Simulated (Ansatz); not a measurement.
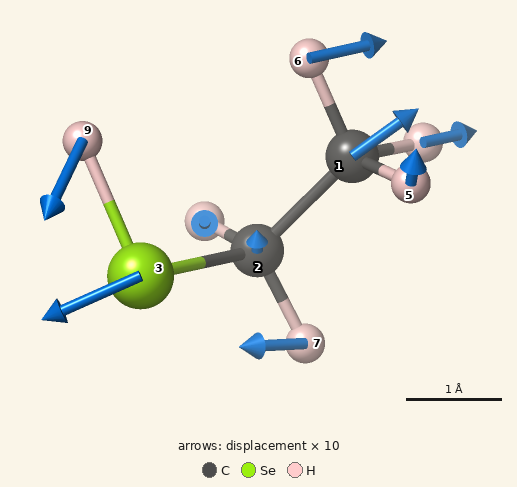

A relaxation of C2H6Se (coarse preliminary run). The starting structure is drawn; blue arrows show the displacements, 10 times their true length. The two geometries are superimposed by the best rigid fit.

The picture is a ball-and-stick view, seen at a tilt.

The start comes from a force field.

Method: Ansatz, RKS PBE-D4/def2-SVP. Settings: force threshold 0.03 eV/Å; at most 200 steps.

### Describe the change and its energy.

The energy falls by 0.263 eV in 4 geometry steps. The largest force component goes from 2.5 to 0.023 eV/Å. The largest moves after the best rigid fit, 0.12 Å, are those of Se and H atoms. By element the largest moves are Se 0.12 Å, H 0.11 Å, C 0.09 Å. Near-neighbour distances that change, for instance: C–C 1.458 → 1.522 Å, H–Se 1.549 → 1.487 Å, C–Se 1.921 → 1.980 Å, C–H 1.150 → 1.109 Å. Bond angles that change, for instance: C–C–Se 109.5° → 114.5°, H–C–H 103.3° → 108.2°, Se–C–H 107.9° → 103.2°. The run took about 16 core-seconds on a shared host.
